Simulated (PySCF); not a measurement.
Consider C2H4F3NSi (SMILES FC(F)(F)/C=N/[SiH3]).

The calculation's input:

```
{"job": {"kind": "uv", "xc": "CAM-B3LYP", "basis": "def2-SVPD", "nstates": 8, "ntriplets": 3}, "charge": 0, "multiplicity": 1}
F     -1.939719     1.438322    -0.607571
C     -1.940514     0.193200    -0.140088
F     -2.604267    -0.566699    -1.029740
F     -2.678488     0.189441     0.984425
C     -0.552724    -0.367527     0.121421
N      0.455876     0.314246    -0.107297
Si     2.161587     0.060777     0.045374
H     -0.588924    -1.390601     0.513450
H      2.550986    -1.252809     0.565997
H      2.607321     0.249573    -1.329406
H      2.534290     1.134748     0.957471
```

Launched as:

```sh
OMP_NUM_THREADS=1 python probes_run.py task.json out
```

Geometry: GFN2-xTB.

These are results of PySCF 2.14.0, CAM-B3LYP/def2-SVPD, SCF density, gas phase, not measurements.

> What will maps of the electron density and electron localisation function show?

C–N (1.24 Å): ρ at the midpoint is about 2.9 e/Å³; the ELF peaks at about 0.90 between the atoms (a multiple bond).
C–F (1.33 Å): ρ at the midpoint is about 2.4 e/Å³; the ELF peaks at about 0.85 between the atoms; a shared but strongly polarised pair.
C–C (1.52 Å): ρ is about 1.8 e/Å³ halfway; the ELF peaks at about 1 between the atoms (a shared electron pair).
Si–N (1.73 Å): ρ is about 1.1 e/Å³ halfway; the ELF peaks at about 0.95 between the atoms: a polar covalent bond.

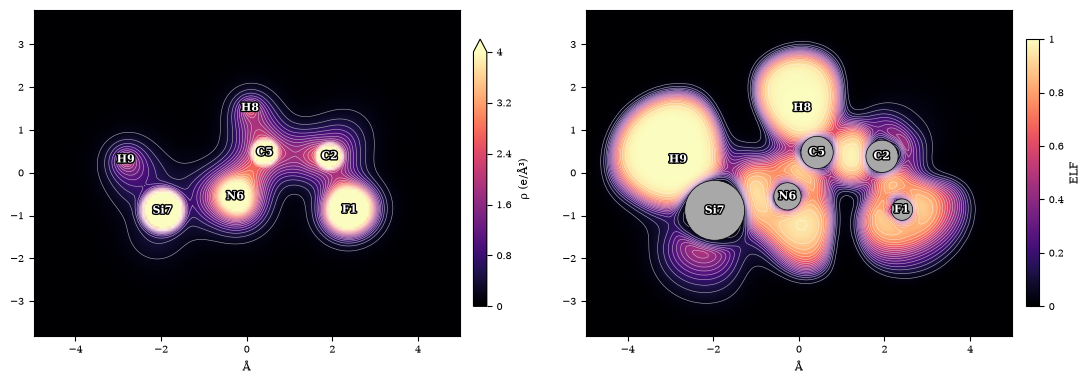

Computed electron density and electron localisation function on the plane of atoms C5, N6 and Si7, in this order. Grey discs cover the atomic cores in the ELF map. 
